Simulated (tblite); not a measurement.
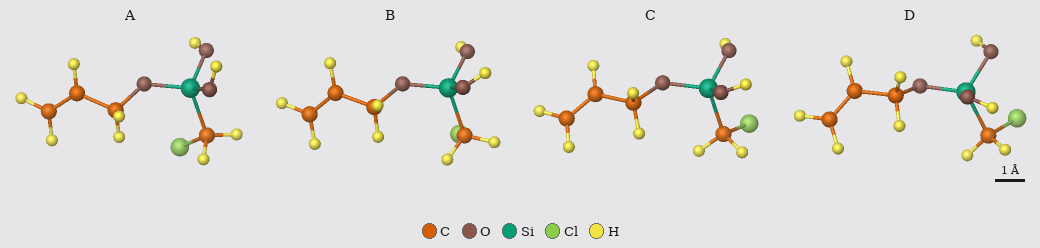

4 geometries from one relaxation of C4H9ClO3Si, in shuffled order. Style: ball-and-stick. Shown face on.

Computed with tblite 0.8.0, GFN2-xTB geometry optimisation, gas phase. 

Put them in the order of the run, from the start to the converged end.

Answer. D, C, B, A. They are steps 0, 106, 171, 244, at +91.6 kJ/mol, +4.72 kJ/mol, +2.46 kJ/mol relative to the last. The energy falls by 91.6 kJ/mol in 244 geometry steps. The Cl atom moves most after the best rigid fit: 2.24 Å. By element the largest moves are Cl 2.24 Å, H 1.47 Å, O 0.81 Å, C 0.56 Å, Si 0.30 Å. Among the contacts that change: O–Si 1.724 → 1.620 Å, O–Si 1.694 → 1.619 Å, H–O 1.002 → 0.954 Å, C–Si 1.869 → 1.913 Å. Among the angles between lasting bonds that change: C–O–Si 108.8° → 129.6°, Si–O–H 105.9° → 119.3°, Si–O–H 108.9° → 120.0°. Groups turn about O–Si by about 110°, C–Si by about 60°, O–Si by about 55°. Cost: 3.4 s on 1 thread of Intel(R) Xeon(R) Processor @ 2.70GHz, on a shared host.
